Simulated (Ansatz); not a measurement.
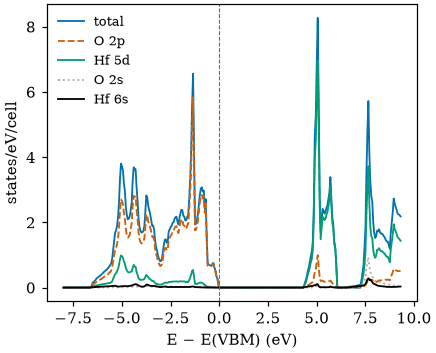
Fig. 1. Total and projected density of states of HfO$_{2}$ (fluorite, Fm-3m), r²SCAN (plane waves, PAW; program Ansatz)

Task: Which orbitals carry the states next to the gap?

Result: Top 1 eV of the valence band: O 2p 94 %. Bottom 1 eV of the conduction band: Hf 5d 85 %, O 2p 11 %. Projections are on Löwdin-orthogonalised atomic valence shells; empty p or d shells of many metals are not among them.

Task: Where is the tallest occupied peak in this window, and what makes it?

Result: Near -1.3 eV, about 6.6 states/eV per cell; the largest projected share is O 2p.

This is a known high-temperature phase of the composition, computed here at zero pressure and temperature. The r²SCAN relaxation kept the symmetry of its start. At this level the phase is dynamically unstable (imaginary phonons). No spin polarisation was allowed. Spin–orbit coupling is left out wherever it is not named.

Potentials: the later of the program's two PAW sets.
